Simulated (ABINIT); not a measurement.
# Quasiparticle gap of NaI (Fm-3m) in ABINIT, part 2 of 2

Aim: the G0W0 gap of NaI (Fm-3m) on PBE with spin-orbit coupling, step by step.

ABINIT 10.8.3; PBE and many-body steps on it, plane waves. Known limits of the many-body steps: not at the basis limit; screening head approximate.

So far. Step 2 (Ground state): The gap is direct, at Γ. Step 3 (Bands along the symmetry lines): The gap is 3.299 eV, as in the run before at this level.

**4. Empty states on the mesh, 4×4×4 mesh, 118 bands**

Level of this step: DFT, PBE with spin-orbit coupling, plane waves, norm-conserving pseudopotentials (ABINIT).

The sums over transitions need many empty states on a uniform mesh; this step solves for them.

run.abi

```
acell 3*1.0 Angstrom
rprim 
  0.000000000000 3.236400000000 3.236400000000
  3.236400000000 -0.000000000000 3.236400000000
  3.236400000000 3.236400000000 -0.000000000000
ntypat 2
znucl 11 53
natom 2
typat 1 2
xred 
  0.000000000000 0.000000000000 0.000000000000
  0.500000000000 0.500000000000 0.500000000000
pp_dirpath "pseudos"
pseudos "Na.upf, I.upf"
ecut 38
nspinor 2
ngkpt 4 4 4
nshiftk 1
shiftk 0 0 0
kptopt 1
chksymbreak 0
iscf -2
irdden 1
istwfk *1
nband 118
nbdbuf 10
tolwfr 1e-09
nstep 60
prtvol 0
indata_prefix "in"
outdata_prefix "out"
tmpdata_prefix "tmp"
```

Command:

```
$ OMP_NUM_THREADS=1 mpirun -n 4 abinit run.abi > log
```

Numbers of over 12 decimals in the logs are rounded to 6 here.

Log:

```text
.Version 10.8.3 of ABINIT. v10.8.2 released Aug 2026.

 Symmetries : space group Fm -3 m (#225); Bravais cF (face-center cubic)
[... echo of the input left out ...]
== DATASET  1 ==================================================================
-   mpi_nproc: 4, omp_nthreads: 1 (-1 if OMP is not activated)

--- !DatasetInfo
iteration_state: {dtset: 1, }
dimensions: {natom: 2, nkpt: 8, mband: 118, nsppol: 1, nspinor: 2, nspden: 1, mpw: 5124, }
cutoff_energies: {ecut:  38.0, pawecutdg:  -1.0, }
electrons: {nelect:   1.60000000E+01, charge:   0.00000000E+00, occopt:   1.00000000E+00, tsmear:   1.00000000E-02, }

 Real(R)+Recip(G) space primitive vectors, cartesian coordinates (Bohr,Bohr^-1):
 R(1)=  0.0000000  6.1159096  6.1159096  G(1)= -0.0817540  0.0817540  0.0817540
 R(2)=  6.1159096  0.0000000  6.1159096  G(2)=  0.0817540 -0.0817540  0.0817540
 R(3)=  6.1159096  6.1159096  0.0000000  G(3)=  0.0817540  0.0817540 -0.0817540
 Unit cell volume ucvol=  4.5752326E+02 bohr^3
 Angles (23,13,12)=  6.00000000E+01  6.00000000E+01  6.00000000E+01 degrees

 getcut: wavevector=  0.0000  0.0000  0.0000  ngfft=  50  50  50
         ecut(hartree)=     38.000   => boxcut(ratio)=   2.08406

--- Pseudopotential description ------------------------------------------------
- Na Generated using ONCVPSP code by D. R. Hamann
- 11.00000   9.00000  180418                  znucl, zion, pspdat
12 -101130 1 -1 1992                          pspcod,pspxc,lmax,lloc,mmax
     nproj     2     2     0     0
     spin-orbit psp
        nprojso     3     0     0
  pspatm : epsatm=    9.36249562
         --- l  ekb(1:nproj) -->
             0   -0.676401    2.667548
             1   -6.743410   -2.407195
  spin-orbit 1    0.012480    0.006430   -0.000135
 pspatm: atomic psp has been read  and splines computed

- I Generated using ONCVPSP code by D. R. Hamann
- 53.00000   7.00000  180423                  znucl, zion, pspdat
12 -101130 2 -1 1210                          pspcod,pspxc,lmax,lloc,mmax
     nproj     2     4     4     0
     spin-orbit psp
        nprojso     4     4     0
  pspatm : epsatm=   19.15675463
         --- l  ekb(1:nproj) -->
             0    0.912828    5.952026
             1    3.997763    0.747877    0.008227    0.000022
             2    4.180861    0.714097    0.003511    0.000039
  spin-orbit 1   -0.419626    0.211238    0.050102   -0.000483
  spin-orbit 2    0.305294   -0.042129    0.013865   -0.001013
 pspatm: atomic psp has been read  and splines computed

--------------------------------------------------------------------------------

================================================================================
 prteigrs : about to open file out_EIG
 Non-SCF case, kpt    1 (  0.00000  0.00000  0.00000), residuals and eigenvalues=
  1.93E-10  5.51E-10  4.14E-11  7.32E-11  7.70E-11  2.05E-10  1.28E-10  5.67E-10
  5.09E-10  7.10E-10  3.86E-11  1.33E-10  4.05E-11  8.16E-11  5.62E-10  7.49E-10
  9.10E-11  1.36E-10  4.99E-11  2.91E-10  2.28E-10  4.66E-10  1.27E-10  8.58E-10
[...]
8.22E-09  4.38E-09  1.23E-08  7.09E-08  8.39E-06  2.17E-05
 -1.8533E+00 -1.8533E+00 -8.2581E-01 -8.2581E-01 -8.1924E-01 -8.1924E-01
 -8.1924E-01 -8.1924E-01 -3.9988E-01 -3.9988E-01 -2.2920E-02 -2.2920E-02
[...]
1.4464E+00  1.4464E+00  1.4464E+00  1.4464E+00  1.4467E+00  1.4467E+00
  1.4571E+00  1.4571E+00  1.4961E+00  1.4962E+00
 prteigrs : prtvol=0 or 1, do not print more k-points.

--- !ResultsGS
iteration_state: {dtset: 1, }
comment   : Summary of ground state results
lattice_vectors:
- [  0.0000000,   6.1159096,   6.1159096, ]
- [  6.1159096,  -0.0000000,   6.1159096, ]
- [  6.1159096,   6.1159096,  -0.0000000, ]
lattice_lengths: [   8.64920,    8.64920,    8.64920, ]
lattice_angles: [ 60.000,  60.000,  60.000, ] # degrees, (23, 13, 12)
lattice_volume:   4.5752326E+02
convergence: {deltae:  0.000E+00, res2:  0.000E+00, residm:  9.942E-10, diffor:  0.000E+00, }
etotal    :  -5.87511166E+01
entropy   :   0.00000000E+00
fermie    :   1.67117750E-02
cartesian_stress_tensor: null
pressure_GPa: null
xred      :
- [  0.0000E+00,   0.0000E+00,   0.0000E+00, Na]
- [  5.0000E-01,   5.0000E-01,   5.0000E-01,  I]
cartesian_forces: null
force_length_stats: {min: null, max: null, mean: null, }

 Integrated electronic density in atomic spheres:
 ------------------------------------------------
 Atom  Sphere_radius  Integrated_density
    1        2.00000          7.92593862
    2        2.00000          2.89860315
================================================================================

 ----iterations are completed or convergence reached----

 Mean square residual over all n,k,spin=   37.966E-11; max=  99.423E-11
 reduced coordinates (array xred) for    2 atoms
       0.000000000000      0.000000000000      0.000000000000
       0.500000000000      0.500000000000      0.500000000000

 cartesian coordinates (angstrom) at end:
    1      0.000000     0.000000     0.000000
    2      3.236400     3.236400     3.236400
 length scales=  1.889726125908  1.889726125908  1.889726125908 bohr
              =  1.000000000000  1.000000000000  1.000000000000 angstroms
 prteigrs : about to open file out_EIG
 Eigenvalues (hartree) for nkpt=   8  k points:
 kpt#   1, nband=118, wtk=  0.01563, kpt=  0.0000  0.0000  0.0000 (reduced coord)
[...]
1.31487    1.31487    1.36624    1.36624    1.36624    1.36624    1.36670    1.36670
   1.42888    1.42888    1.42888    1.42888    1.44637    1.44637    1.44637    1.44637
   1.44667    1.44667    1.45707    1.45707    1.49605    1.49619
 prteigrs : prtvol=0 or 1, do not print more k-points.

== END DATASET(S) ==============================================================
================================================================================

 -outvars: echo values of variables after computation  --------
            nband         118
             nkpt           8
          spgroup         225
 [... the other variables as echoed above ...]

 Calculation completed.
```

Wall time 92 s (4 MPI ranks of Arm Neoverse V1, shared host); peak memory 0.49 GiB; 6.1 min of CPU time.

This step gave:

```yaml
gap: 3.299 eV
k_of_the_valence_top: 0, 0, 0
k_of_the_conduction_bottom: 0, 0, 0
least_direct_gap: 3.299 eV
k_points_computed: 8
lowest_point_of_the_top_converged_band_above_the_valence_top: 38.43 eV
```

On this mesh the gap is 3.299 eV.

**5. Screening, 4×4×4 mesh, 108 bands, screening to 98 eV**

The RPA dielectric matrix is built and inverted for each q.

This step: RPA screening on PBE with spin-orbit coupling, plane waves, norm-conserving pseudopotentials.

run.abi, as its differences from that of step 4:

```diff
@@ -21,10 +21,11 @@
 chksymbreak 0
-iscf -2
-irdden 1
 istwfk *1
-nband 118
-nbdbuf 10
-tolwfr 1e-09
-nstep 60
-prtvol 0
+occopt 1
+irdwfk 1
+optdriver 3
+nband 108
+ecuteps 3.6
+inclvkb 0
+awtr 1
+symchi 1
 indata_prefix "in"
```

Log:

```text
.Version 10.8.3 of ABINIT. v10.8.2 released Aug 2026.

 Symmetries : space group Fm -3 m (#225); Bravais cF (face-center cubic)
[... echo of the input left out ...]
== DATASET  1 ==================================================================
-   mpi_nproc: 4, omp_nthreads: 1 (-1 if OMP is not activated)

--- !DatasetInfo
iteration_state: {dtset: 1, }
dimensions: {natom: 2, nkpt: 8, mband: 108, nsppol: 1, nspinor: 2, nspden: 1, mpw: 5124, }
cutoff_energies: {ecut:  38.0, pawecutdg:  -1.0, }
electrons: {nelect:   1.60000000E+01, charge:   0.00000000E+00, occopt:   1.00000000E+00, tsmear:   1.00000000E-02, }

 SCREENING: Calculation of the susceptibility and dielectric matrices

 Based on a program developped by R.W. Godby, V. Olevano, G. Onida, and L. Reining.
 Incorporated in ABINIT by V. Olevano, G.-M. Rignanese, and M. Torrent.
.Using double precision arithmetic ; gwpc =  8

[... cell and pseudopotentials left out ...]
--------------------------------------------------------------------------------

 ==== K-mesh for the wavefunctions ====
 Number of points in the irreducible wedge :     8
[... list of points left out ...]
 Together with 48 symmetry operations and time-reversal symmetry
 yields    64 points in the full Brillouin Zone.

 ==== Q-mesh for the screening function ====
 Number of points in the irreducible wedge :     8
[... list of points left out ...]
 Together with 48 symmetry operations and time-reversal symmetry
 yields    64 points in the full Brillouin Zone.

 setmesh: FFT mesh size selected  =    32x   32x   32
          total number of points  =        32768

 vcoul_init : cutoff-mode = AUXILIARY_FUNCTION
 q-points for optical limit:   1
     1)      0.000010    0.000020    0.000030

- screening: taking advantage of time-reversal symmetry
- Maximum band index for partially occupied states nbvw = 16
- Remaining bands to be divided among processors   nbcw = 92
- Number of bands treated by each node ~23

 Number of electrons calculated from density =   16.0000; Expected =   16.0000
 average of density, n =  0.034971
 r_s =    1.8970
 omega_plasma =   18.0389 [eV]

 calculating chi0 at frequencies [eV] :
  1    0.000000E+00    0.000000E+00
  2    0.000000E+00    1.803886E+01

--------------------------------------------------------------------------------
  q-point number  1        q = ( 0.000000, 0.000000, 0.000000) [r.l.u.]
--------------------------------------------------------------------------------
[... chi0 elements left out ...]
 For q-point:  0.000010 0.000020 0.000030
  dielectric constant =   2.9508
  dielectric constant without local fields =   3.5128

  Average fulfillment of the sum rule on Im[epsilon] for q-point    1 :     51.24  [%]
[... wings left out ...]
  q-point number  2        q = ( 0.250000, 0.000000, 0.000000) [r.l.u.]
--------------------------------------------------------------------------------
[... chi0 elements left out ...]
  Average fulfillment of the sum rule on Im[epsilon] for q-point    2 :     63.84  [%]

 [... 6 further q-points ...]
```

It took 80 s on 4 MPI ranks; peak memory 1.8 GiB.

Numbers from this step:

```yaml
eps_infinity_with_local_fields_on_this_mesh_along_the_program_s_q_direction: 2.951
the_same_without_local_fields: 3.513
plasma_frequency: 18.04 eV
plane_waves_in_the_screening_matrix: 169
```

Local fields lower ε∞ by 16 %.

**6. Self-energy, 4×4×4 mesh, 108 bands, screening to 98 eV**

The self-energy is evaluated for the states that the input lists, and the levels follow from it, in one-shot runs by the linearised quasiparticle equation.

This step: G0W0 on PBE with spin-orbit coupling, plane waves, norm-conserving pseudopotentials.

run.abi, as its differences from that of step 5:

```diff
@@ -24,8 +24,15 @@
 irdwfk 1
-optdriver 3
+optdriver 4
 nband 108
+gwcalctyp 0
+ecutsigx 38
+symsigma 0
+nkptgw 1
+kptgw 
+  0.0000000000 0.0000000000 0.0000000000
+bdgw 
+  13 22
 ecuteps 3.6
-inclvkb 0
-awtr 1
-symchi 1
+irdscr 1
+ppmodel 1
 indata_prefix "in"
```

Log:

```text
.Version 10.8.3 of ABINIT. v10.8.2 released Aug 2026.

 Symmetries : space group Fm -3 m (#225); Bravais cF (face-center cubic)
[... echo of the input left out ...]
== DATASET  1 ==================================================================
-   mpi_nproc: 4, omp_nthreads: 1 (-1 if OMP is not activated)

--- !DatasetInfo
iteration_state: {dtset: 1, }
dimensions: {natom: 2, nkpt: 8, mband: 108, nsppol: 1, nspinor: 2, nspden: 1, mpw: 5124, }
cutoff_energies: {ecut:  38.0, pawecutdg:  -1.0, }
electrons: {nelect:   1.60000000E+01, charge:   0.00000000E+00, occopt:   1.00000000E+00, tsmear:   1.00000000E-02, }

 SIGMA: Calculation of the GW corrections

 Based on a program developped by R.W. Godby, V. Olevano, G. Onida, and L. Reining.
 Incorporated in ABINIT by V. Olevano, G.-M. Rignanese, and M. Torrent.
.Using double precision arithmetic ; gwpc =  8

[... cell and pseudopotentials left out ...]
--------------------------------------------------------------------------------

 ==== K-mesh for the wavefunctions ====
 Number of points in the irreducible wedge :     8
[... list of points left out ...]
 Together with 48 symmetry operations and time-reversal symmetry
 yields    64 points in the full Brillouin Zone.

 ==== Q-mesh for screening function ====
 Number of points in the irreducible wedge :     8
[... list of points left out ...]
 Together with 48 symmetry operations and time-reversal symmetry
 yields    64 points in the full Brillouin Zone.

 vcoul_init : cutoff-mode = AUXILIARY_FUNCTION
 q-points for optical limit:   1
     1)      0.000010    0.000020    0.000030
 setmesh: FFT mesh size selected  =    50x   50x   50
          total number of points  =       125000

 Number of electrons calculated from density =   16.0000; Expected =   16.0000
 average of density, n =  0.034971
 r_s =    1.8970
 omega_plasma =   18.0389 [eV]

 === KS Band Gaps ===
  >>>> For spin  1
   Minimum direct gap =   3.2993 [eV], located at k-point      :   0.0000  0.0000  0.0000
   Fundamental gap    =   3.2993 [eV], Top of valence bands at :   0.0000  0.0000  0.0000
                                       Bottom of conduction at :   0.0000  0.0000  0.0000
 SIGMA fundamental parameters:
 PLASMON POLE MODEL  1
 number of plane-waves for SigmaX                 5065
 number of plane-waves for SigmaC and W            169
 number of plane-waves for wavefunctions          5065
 number of bands                                   108
 number of independent spin polarizations            1
 number of spinorial components                      2
 number of k-points in IBZ                           8
 number of q-points in IBZ                           8
 number of symmetry operations                      48
 number of k-points in BZ                           64
 number of q-points in BZ                           64
 number of frequencies for dSigma/dE                 9
 frequency step for dSigma/dE [eV]                0.25
 number of omega for Sigma on real axis              0
 max omega for Sigma on real axis  [eV]           0.00
 zcut for avoiding poles [eV]                     0.10

 EPSILON^-1 parameters (SCR file):
 dimension of the eps^-1 matrix on file            169
 dimension of the eps^-1 matrix used               169
 number of plane-waves for wavefunctions          5065
 number of bands                                   108
 number of q-points in IBZ                           8
 number of frequencies                               2
 number of real frequencies                          1
 number of imag frequencies                          1

 matrix elements of self-energy operator (all in [eV])

 Perturbative Calculation

--- !SelfEnergy_ee
iteration_state: {dtset: 1, }
kpoint     : [   0.000,    0.000,    0.000, ]
spin       : 1
KS_gap     :    3.299
QP_gap     :    5.108
Delta_QP_KS:    1.809
data: !SigmaeeData |
     Band     E0 <VxcDFT>   SigX SigC(E0)      Z dSigC/dE  Sig(E)    E-E0       E
       13   0.455 -11.307 -14.140   1.537   0.806  -0.241 -12.351  -1.044  -0.589
       14   0.455 -11.307 -14.149   1.539   0.806  -0.241 -12.357  -1.050  -0.596
       15   0.455 -11.307 -14.156   1.542   0.806  -0.241 -12.360  -1.053  -0.598
       16   0.455 -11.307 -14.149   1.539   0.806  -0.241 -12.356  -1.049  -0.594
       17   3.754  -7.321  -3.631  -2.786   0.840  -0.191  -6.562   0.760   4.514
       18   3.754  -7.321  -3.631  -2.786   0.840  -0.191  -6.562   0.760   4.514
       19   8.065  -7.148  -3.081  -3.066   0.828  -0.207  -6.319   0.829   8.894
       20   8.065  -7.148  -3.080  -3.067   0.828  -0.207  -6.318   0.829   8.894
       21   8.065  -7.148  -3.082  -3.065   0.828  -0.207  -6.319   0.829   8.894
       22   8.065  -7.148  -3.080  -3.067   0.828  -0.207  -6.319   0.829   8.894

== END DATASET(S) ==============================================================
================================================================================

 -outvars: echo values of variables after computation  --------
           etotal      0.0000000000E+00
            nband         108
             nkpt           8
          spgroup         225
 [... the other variables as echoed above ...]

 Calculation completed.
```

Elapsed: 77 s, on 4 MPI ranks; peak memory 1.6 GiB.

Numbers from this step:

| Item | Value |
| --- | --- |
| G0W0 gap on the points computed | 5.103 eV |
| starting gap on the mesh | 3.299 eV |
| k of the valence top | 0, 0, 0 |
| k of the conduction bottom | 0, 0, 0 |
| Z at the valence top | 0.806 |
| Z at the conduction bottom | 0.84 |
| least direct G0W0 gap on the computed points | 5.103 eV |

The gap on the mesh goes from 3.30 eV to 5.10 eV, a correction of +1.80 eV.

Limits: finite bands, cutoff and mesh; screening head approximate. v1 is the top filled band, c1 the lowest empty one. The levels before and after the correction (eV, zero at the valence-band top of each column):

```
           conduction bottom  valence top
Kohn-Sham               3.30         0.00
     G0W0               5.10         0.00
```

```
             level  energy (eV)
Kohn-Sham     Γ v4        0.000
Kohn-Sham  Γ v3-v1        0.000
Kohn-Sham  Γ c1-c2        3.299
Kohn-Sham  Γ c3-c6        7.610
     G0W0     Γ v4        0.000
     G0W0  Γ v3-v1       -0.007
     G0W0  Γ c1-c2        5.103
     G0W0  Γ c3-c6        9.483
```

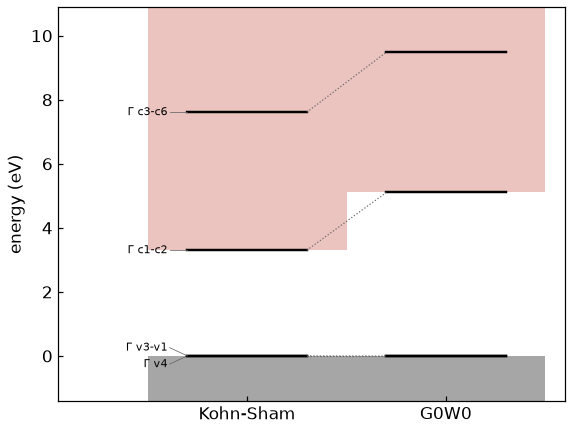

Levels before and after the correction. Shaded: valence and conduction bands.

**7. Where the time went**

Times are wall times on 4 MPI ranks of Arm Neoverse V1, shared host, good to a factor of about two.

```
                          step  time  share  memory (GiB)
                  ground state  26 s    8 %          0.42
bands along the symmetry lines  44 s   14 %          0.42
      empty states on the mesh  92 s   29 %          0.49
                     screening  80 s   25 %           1.8
                   self-energy  77 s   24 %           1.6
```

**8. Outcome**

| Quantity | Value |
| --- | --- |
| PBE gap | 3.30 eV, direct |
| G0W0 gap on the mesh | 5.10 eV |
| GW settings | 4×4×4 mesh, 108 bands, screening to 98 eV, Godby-Needs plasmon pole |
| known limits | not at the basis limit; screening head approximate |

What this shows: G0W0 moves the gap on the mesh from 3.30 eV to 5.10 eV (+1.80 eV), with Z of 0.81 and 0.84 at the edges. Local fields lower the RPA ε∞ on this mesh from 3.51 to 2.95. Only 1 of the mesh's irreducible points was corrected, so a valley elsewhere could overtake. Bands and cutoff are finite, so the gap is not at the basis limit. The miss can reach some tenths of an eV and take either sign; the mesh is an error of its own. In the G0W0 run levels were corrected at 1 k point alone, so a gap called «on the mesh» is the least over those, and an edge elsewhere would be missed. The long-wavelength limit of the screening leaves out the non-local commutator, which shifts ε∞.

[Paths, hosts, dates, memory and timing lines, banners, echoed tables and standing remarks are left out of the program output.]

[Logs are printed without paths, hosts, clocks, repeated set-up lines and the standing remarks that a program may print on its own settings, such as how far it seeks lower states.]

[Runs of the session that timed out or met a known fault of the program may be left out.]

[Hosts, paths, dates, database ids (printed as entryN), source tags and the programs' standing remarks are cut or masked in the printed files.]

[G0W0 gaps are taken among the corrected bands and points alone; a level outside them can change the order at an edge.]

[Where Ansatz stands beside ABINIT at settings called matched, ABINIT's density can come from a denser mesh and the files from another edition; pairs whose starting gaps differed by over 0.03 eV were left out, so agreement reads better than it is.]
